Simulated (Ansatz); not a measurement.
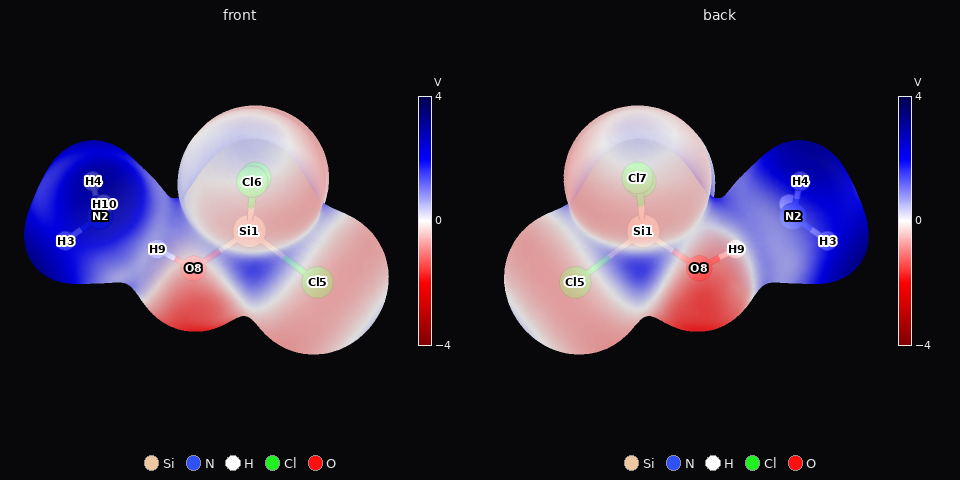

The picture shows: Cl₃HOSi···NH₃. The electrostatic potential painted on the density surface at 0.004 e/bohr³, seen from the front and from behind; red is negative and blue positive.

Theory: RKS PBE0-D4/6-31G* (Ansatz).

```yaml
atoms:
  - { symbol: Si, position_ang: [0.5759, -0.4096, -0.8599] }
  - { symbol: N, position_ang: [-0.1641, -0.6391, 2.7138] }
  - { symbol: H, position_ang: [0.0286, -1.2934, 3.4673] }
  - { symbol: H, position_ang: [-1.1727, -0.5218, 2.6649] }
  - { symbol: Cl, position_ang: [1.9026, -0.7862, -2.3560] }
  - { symbol: Cl, position_ang: [0.7271, 1.5722, -0.3207] }
  - { symbol: Cl, position_ang: [-1.3212, -0.6664, -1.5993] }
  - { symbol: O, position_ang: [0.8881, -1.3761, 0.3817] }
  - { symbol: H, position_ang: [0.4787, -1.1280, 1.2809] }
  - { symbol: H, position_ang: [0.2304, 0.2590, 2.9810] }
```

**Which sites attract a positive test charge, and which a negative one?**

A positive charge is drawn to the negative regions and a negative charge to the positive ones. The most negative region (about −1.7 V) lies over O8, the most positive (about +3.1 V) over H3, H4 and H10. Cl5 shows a σ-hole: about +0.2 V at the tip opposite its bond, against about −0.6 V on its flanks. Cl6 shows a σ-hole: about +0.4 V at the tip opposite its bond, against about −0.2 V on its flanks. Cl7 shows a σ-hole: about +0.3 V at the tip opposite its bond, against about −0.4 V on its flanks. O8 is the likeliest acceptor of a hydrogen bond.
